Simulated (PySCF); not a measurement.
C₃H₅N, SMILES `C=C.C#N`.

Level of theory: PBE0/6-311+G** (PySCF), at an unrelaxed start geometry of a pair search.

Cartesian coordinates (Å):

```
C1       1.3256   -0.3612    0.3029
C2       2.4282    0.1511   -0.2027
H3       0.9359   -0.0497    1.2587
H4       0.7524   -1.1117   -0.2156
H5       2.8164   -0.1563   -1.1621
H6       2.9966    0.9087    0.3128
C7      -1.9077    0.5515   -0.0320
N8      -2.4542   -0.4454   -0.0887
H9      -1.3982    1.4783    0.0180
```

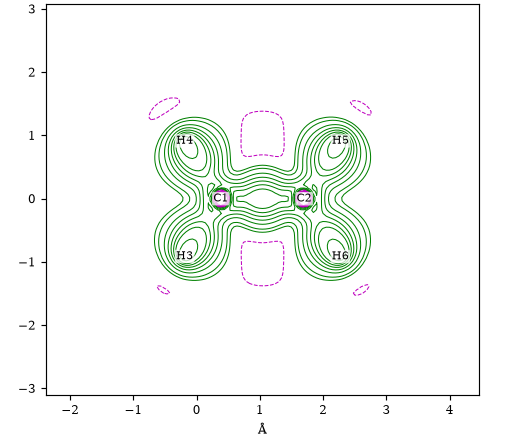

Deformation density (molecule less spherical, spin-averaged free atoms) in the plane of C1, C2, H3, H4, H5 and H6; contours at ±0.05 to ±0.8 e/Å³; solid green lines: gain, dashed magenta lines: loss.

How much density has each bond in this plane gained at its critical point, relative to the free atoms?

C1–H4: +0.74 e/Å³ at the bond critical point (bond length 1.08 Å). C2–H6: +0.73 e/Å³ at the bond critical point (bond length 1.08 Å). C2–H5: +0.73 e/Å³ at the bond critical point (bond length 1.08 Å). C1–H3: +0.73 e/Å³ at the bond critical point (bond length 1.08 Å). C1–C2: +0.71 e/Å³ at the bond critical point (bond length 1.32 Å). In all, 2.1 electrons gather in the regions of gain relative to the promolecule.

Where do the Hirshfeld charges lie?

The highest Hirshfeld charge is on H9 (+0.13 e), the lowest on N8 (−0.19 e).

```tsv
atom	charge (e)
C1	−0.10
C2	−0.10
H3	+0.05
H4	+0.05
H5	+0.05
H6	+0.05
C7	+0.06
N8	−0.19
H9	+0.13
```

Cost of the run: 10 s on 1 thread of Arm Neoverse V1, on a shared host, peak memory 0.45 GiB.
